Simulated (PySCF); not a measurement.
# Run report: C$_{3}$H$_{12}$NPSSi$_{2}$, NMR shielding calculation

The run: NMR shielding calculation of C$_{3}$H$_{12}$NPSSi$_{2}$. Method and program: GIAO PBE0/pcSseg-1 NMR shielding, non-relativistic, gas phase (PySCF 2.14.0).

The geometry comes from this level: GFN2-xTB. Figures and captions count atoms from 1; the log counts them from 0 in places.

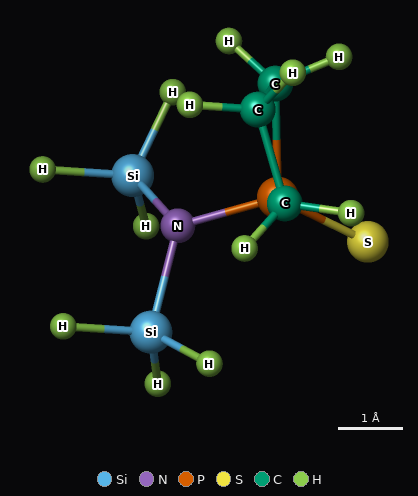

Figure 1. The structure as given in the input (ball-and-stick view, seen at a tilt). Bond lengths as drawn: C–C 1.54 Å, C–H 1.09 Å, C–P 1.86 Å, H–Si 1.46 Å, N–P 1.68 Å, N–Si 1.75 to 1.76 Å and P–S 1.93 Å.

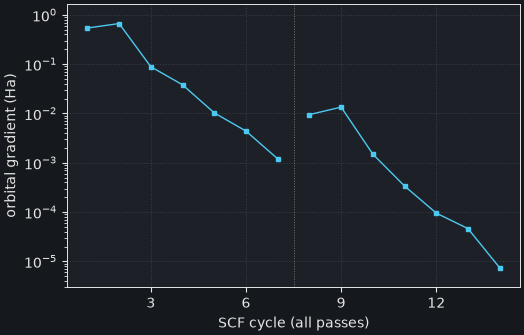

Figure 2. Convergence of the self-consistent field: orbital gradient against the SCF cycle. The dotted line marks the change from a coarse to the final integration grid. The first 7 cycles use a coarse grid, the final grid takes over at cycle 8, and the field converges after 14 cycles in all.

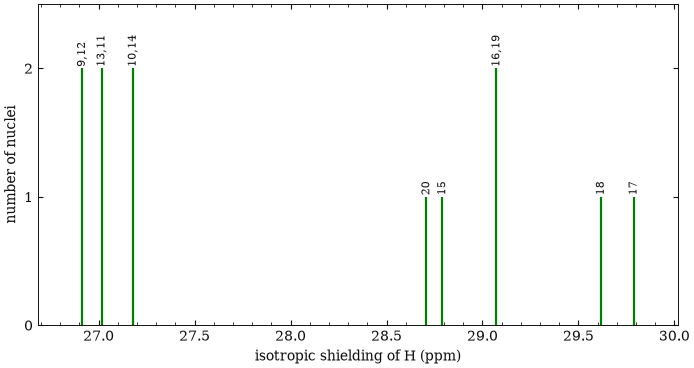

Figure 3. Isotropic shieldings of the hydrogen nuclei in this fixed geometry, labelled by atom number; shielding grows to the right, so chemical shift grows to the left. The least shielded is H9 (26.9 ppm), the most shielded H17 (29.8 ppm).

The input that produced these results follows, with the program's output.

## Input
```
{"job": {"kind": "nmr", "xc": "PBE0", "basis": "pcSseg-1"}, "charge": 0, "multiplicity": 1}
Si     2.043459     1.319772     0.174746
N      1.020553    -0.087694    -0.065866
Si     1.773268    -1.642333    -0.371897
P     -0.446481     0.212431    -0.830799
S     -0.372713     0.605740    -2.723576
C     -1.447000     1.261636     0.340867
C     -2.046084    -0.008207     0.968322
C     -1.684543    -1.001021    -0.148893
H      1.190399     2.504785     0.127793
H      2.620516     1.097416     1.498586
H      3.063584     1.392111    -0.868389
H      0.715916    -2.598712    -0.689046
H      2.717497    -1.550496    -1.483084
H      2.440369    -1.945055     0.891858
H     -0.931475     1.926845     1.030107
H     -2.183371     1.831294    -0.229746
H     -1.521984    -0.262044     1.888915
H     -3.113370     0.056946     1.179883
H     -2.492263    -1.120784    -0.874329
H     -1.351425    -1.981951     0.181511
```

The first line tells a small driver script what to run in PySCF; the rest is the geometry in Å.

Launch command:
```bash
OMP_NUM_THREADS=1 python <driver script> task.json out
```

## The program's output
```
coarse grid: 18256 points
cycle   1  E = -1493.9462682714  dE =  9.775e-01  |g| = 5.412e-01  |ddm| = 4.258e+00
cycle   2  E = -1493.9113015514  dE =  3.497e-02  |g| = 6.668e-01  |ddm| = 1.523e+00
cycle   3  E = -1494.0178552106  dE = -1.066e-01  |g| = 8.875e-02  |ddm| = 9.679e-01
cycle   4  E = -1494.0195547411  dE = -1.700e-03  |g| = 3.812e-02  |ddm| = 1.772e-01
cycle   5  E = -1494.0199238839  dE = -3.691e-04  |g| = 1.029e-02  |ddm| = 5.721e-02
cycle   6  E = -1494.0199486177  dE = -2.473e-05  |g| = 4.393e-03  |ddm| = 1.888e-02
cycle   7  E = -1494.0199527246  dE = -4.107e-06  |g| = 1.201e-03  |ddm| = 6.458e-03
final grid: 156608 points
cycle   8  E = -1494.0672061041  dE = -3.457e-05  |g| = 9.478e-03  |ddm| = 3.669e-02
cycle   9  E = -1494.0671813639  dE =  2.474e-05  |g| = 1.346e-02  |ddm| = 2.348e-02
cycle  10  E = -1494.0672285466  dE = -4.718e-05  |g| = 1.497e-03  |ddm| = 1.612e-02
cycle  11  E = -1494.0672291727  dE = -6.261e-07  |g| = 3.373e-04  |ddm| = 2.780e-03
cycle  12  E = -1494.0672291983  dE = -2.562e-08  |g| = 9.527e-05  |ddm| = 4.979e-04
cycle  13  E = -1494.0672292001  dE = -1.735e-09  |g| = 4.609e-05  |ddm| = 1.502e-04
cycle  14  E = -1494.0672292005  dE = -4.388e-10  |g| = 7.402e-06  |ddm| = 5.194e-05
converged SCF energy = -1494.0672292005

GIAO shielding tensors (ppm)
atom      isotropic    diamagn.    paramagn.     s11        s22        s33       span
  0 Si     401.484     880.778    -479.294    365.252    382.215    456.986     91.734
  1 N      223.361     336.170    -112.808    185.859    208.355    275.870     90.011
  2 Si     403.539     880.809    -477.270    364.143    386.670    459.804     95.661
  3 P      243.242     963.116    -719.874    161.261    170.946    397.519    236.258
  4 S      535.298    1058.736    -523.438    512.850    533.444    559.599     46.749
  5 C      138.103     257.213    -119.111    113.797    126.506    174.005     60.208
  6 C      172.097     251.269     -79.172    164.853    172.932    178.508     13.655
  7 C      138.684     257.102    -118.417    113.548    127.998    174.506     60.958
  8 H       26.893      29.975      -3.082     22.909     27.150     30.620      7.711
  9 H       27.167      29.845      -2.678     23.378     24.881     33.242      9.863
 10 H       27.025      29.085      -2.060     23.385     24.913     32.778      9.393
 11 H       26.934      30.124      -3.190     22.738     27.245     30.820      8.082
 12 H       27.005      29.108      -2.102     23.271     25.003     32.742      9.471
 13 H       27.189      29.769      -2.581     23.420     24.959     33.187      9.768
 14 H       28.791      32.963      -4.172     24.887     28.049     33.436      8.549
 15 H       29.069      32.037      -2.969     25.995     28.102     33.109      7.114
 16 H       29.788      31.977      -2.190     26.592     27.472     35.299      8.708
 17 H       29.617      29.570       0.047     25.546     26.093     37.212     11.666
 18 H       29.077      31.996      -2.919     25.971     28.113     33.148      7.178
 19 H       28.708      32.895      -4.187     24.828     27.890     33.406      8.578
```

## Results in brief

| quantity | value |
| --- | --- |
| outcome | converged |
| total energy | −1494.067229 hartree |
| HOMO | −6.56 eV |
| LUMO | −0.20 eV |
| dipole moment | 3.97 D |
| isotropic shielding, Si | 401.5 to 403.5 ppm |
| isotropic shielding, N | 223.4 ppm |
| isotropic shielding, P | 243.2 ppm |
| isotropic shielding, S | 535.3 ppm |
| isotropic shielding, C | 138.1 to 172.1 ppm |
| hardware | 1 CPU thread, shared host |
| wall time | 42 s |
| peak memory | 1.1 GiB |
